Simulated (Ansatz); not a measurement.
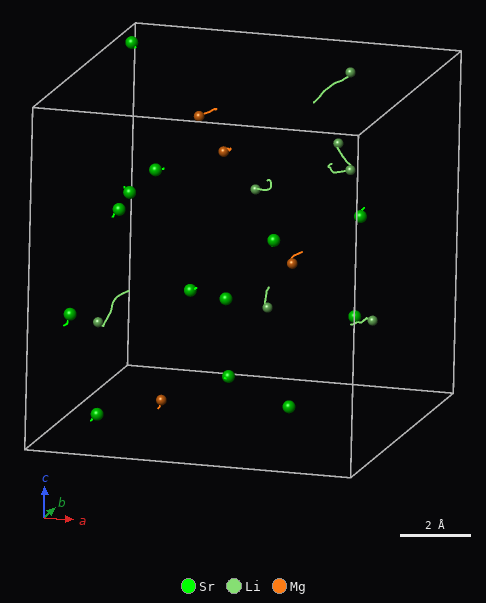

Molecular dynamics of an amorphous cell of composition Sr13Li7Mg4 (24 atoms in the cell), 64 fs long. It starts from the last geometry of an earlier run, with fresh velocities. Lines trace each atom's path, in the colour of its element; spheres stand at the starting positions. Seen slightly off an axis in the simulation cell.

Level of theory: Ansatz 0.2.0, DFT PBE, scalar-relativistic, plane waves, PAW. Settings: plane-wave cutoff 420 eV; k-point mesh 1 × 1 × 1; Fermi-Dirac smearing 0.0767 eV; volume 1.05 times that of the relaxed crystal; set temperature 890 K; time step 1.5 fs.

Q: What do the traces tell about the motion?

A: Root-mean-square distances from the starting positions over the second half, with the common drift of all atoms taken out: Li 0.86 Å, Mg 0.35 Å, Sr 0.21 Å. The run lasts only 64 fs, too short to tell vibration from diffusion.

Limits of the set-up: the k-point mesh is coarse for a cell with partly filled bands.
